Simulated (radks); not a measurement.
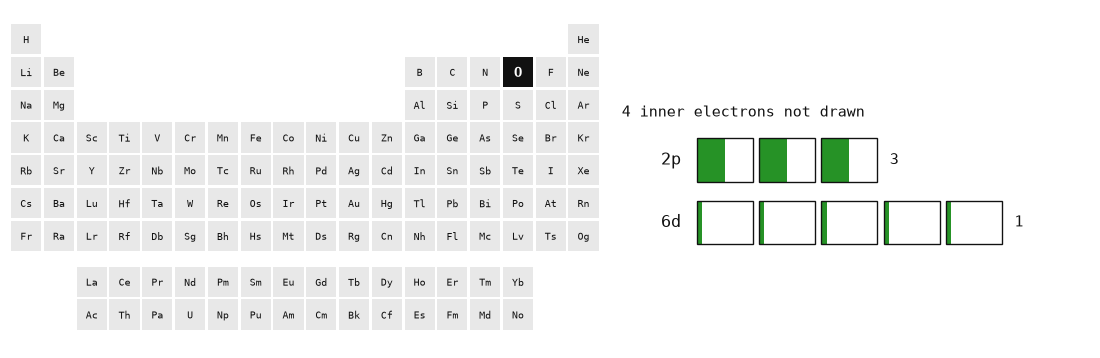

*Left, the place of oxygen in the periodic table; right, the outer shells as the input fills them: a box for each of the 2l + 1 orbitals, shaded by the share of the shell that is filled, with the electron count at the right.*

**Run report: O, atomic calculation**

O, configuration [He] 2s2 2p3 6d1. Level asked for: scalar-relativistic Kohn-Sham, PBE, spin-polarised, spherical densities, finite nucleus (radks).

**Input**
```
Z 8
configuration [He] 2s2 2p3 6d1
relativity scalar-relativistic
functional pbe,pbe
spin polarised
nucleus finite rms 2.6991 fm
c 137.035999084
```

Energies in input and log are in hartree, lengths in bohr (the nuclear radius in fm).

**The program's output**
```
1s      1   1.0000         -19.56835223
2s      1   1.0000          -1.49412963
2p      1   3.0000          -0.93520417
6d      1   1.0000          -0.01273382
1s      2   1.0000         -19.48835786
2s      2   1.0000          -1.27773698
2p      2   0.0000          -0.86535653
6d      2   0.0000          -0.01535139
Etot -74.57413744063733
Ekin 74.51432942778544
Encl -173.27228062622635
Eh 32.21930537175655
Exc -8.035491613952974
err 0.00019396576843621902
it 170
```

**What the run reported**

- outcome: not converged
- total energy: −74.574137 hartree
- kinetic energy: 74.514329 hartree
- electron–nucleus energy: −173.272281 hartree
- Hartree energy: 32.219305 hartree
- exchange–correlation energy: −8.035492 hartree
- SCF iterations: 170
- hardware: 1 CPU thread, shared host
- wall time: 0.79 s

**What went wrong**

The run did not meet its convergence test in 170 iterations, so its last values are not results. This is an excited configuration.
